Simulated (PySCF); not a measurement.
C2H6AlClS, SMILES `CC[S][AlH][Cl]`.

PySCF calculation, TPSSh/def2-SVPD, gas phase; geometry: GFN2-xTB. No frequency check shows the geometry to be a minimum. GFN2-xTB bond lengths at metals and heavier atoms can be off by up to 0.1 Å and shapes distorted, which carries into these values.

Coordinates in Å:

```
C1       1.7751    1.4777    0.6364
C2       1.6395    0.6103   -0.5979
S3       1.1929   -1.1317   -0.1650
Al4     -0.9343   -0.8776    0.3348
Cl5     -2.0438    0.7292   -0.2048
H6       2.5139    1.0619    1.3170
H7       0.8173    1.5378    1.1605
H8       2.0831    2.4826    0.3531
H9       2.5857    0.5304   -1.1302
H10      0.8815    1.0077   -1.2755
H11     -1.5666   -2.0277    1.1127
```

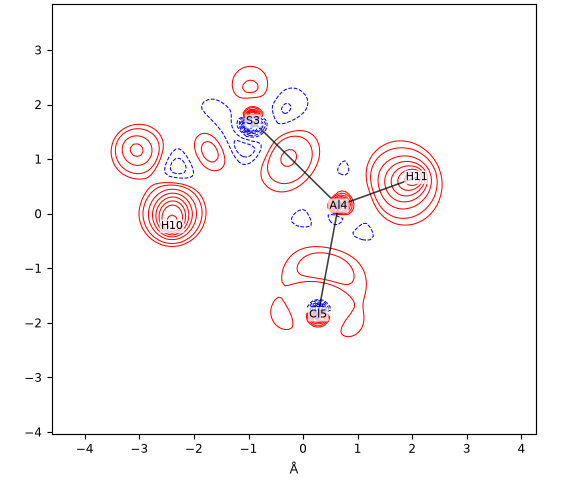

Deformation density (molecule less spherical, spin-averaged free atoms) in the plane of S3, Al4, Cl5, H10 and H11; contours at ±0.05 to ±0.8 e/Å³; solid red lines: gain, dashed blue lines: loss.

Describe the bonding that the map shows.

Answer. Al4–H11: +0.17 e/Å³ at the bond critical point (bond length 1.53 Å). S3–Al4: +0.08 e/Å³ at the bond critical point (bond length 2.20 Å). Al4–Cl5: +0.04 e/Å³ at the bond critical point (bond length 2.03 Å). In all, 2.5 electrons gather in the regions of gain relative to the promolecule. A small or negative value marks a very polar bond, one between electron-rich atoms, whose free-atom densities already overlap strongly, a long bond to a heavier atom, or a closed-shell contact such as a hydrogen bond.

Where do the Hirshfeld charges lie?

Answer. The highest Hirshfeld charge is on Al4 (+0.44 e), the lowest on Cl5 (−0.17 e).
